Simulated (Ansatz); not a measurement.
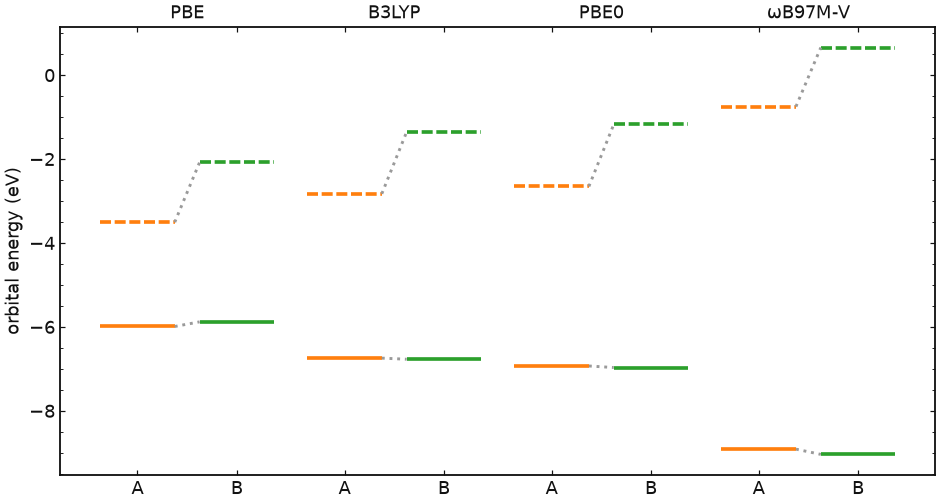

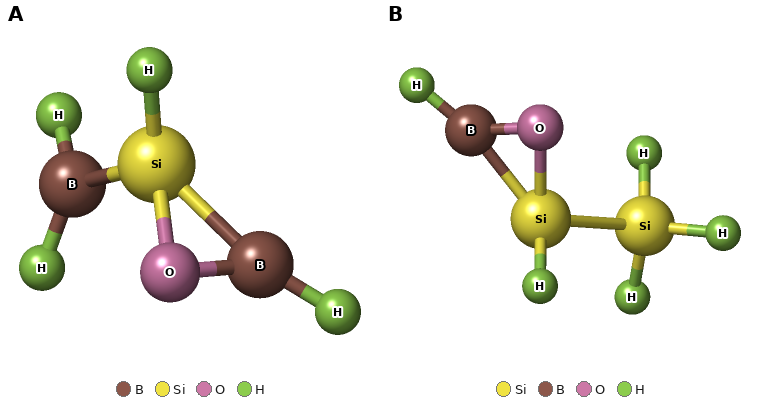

One change: A, B₂SiH₄O (SMILES B[Si@@H]1BO1), becomes B, BSi₂H₅O (SMILES [SiH3][Si@@H]1BO1). BH₂ on Si is replaced by SiH₃. HOMO (solid) and LUMO (dashed) computed in def2-TZVPP at PBE0-D4/def2-TZVP geometries, both minima by their frequencies, gas phase, the Ansatz code 0.2.0. Empty levels above zero depend strongly on the basis.

> What does the change do to HOMO and LUMO?

PBE: the HOMO rises by 0.11 eV, the LUMO rises by 1.43 eV, and the separation goes from 2.49 to 3.80 eV. B3LYP: the HOMO falls by 0.03 eV, the LUMO rises by 1.48 eV, and the separation goes from 3.92 to 5.42 eV. PBE0: the HOMO falls by 0.04 eV, the LUMO rises by 1.48 eV, and the separation goes from 4.28 to 5.79 eV. ωB97M-V: the HOMO falls by 0.13 eV, the LUMO rises by 1.41 eV, and the separation goes from 8.16 to 9.70 eV.

> Do the functionals agree on the effect?

Not on every direction; the HOMO shift lies between −0.13 and 0.11 eV and the LUMO shift between 1.41 and 1.48 eV, while the separations themselves differ by up to 5.9 eV between functionals.
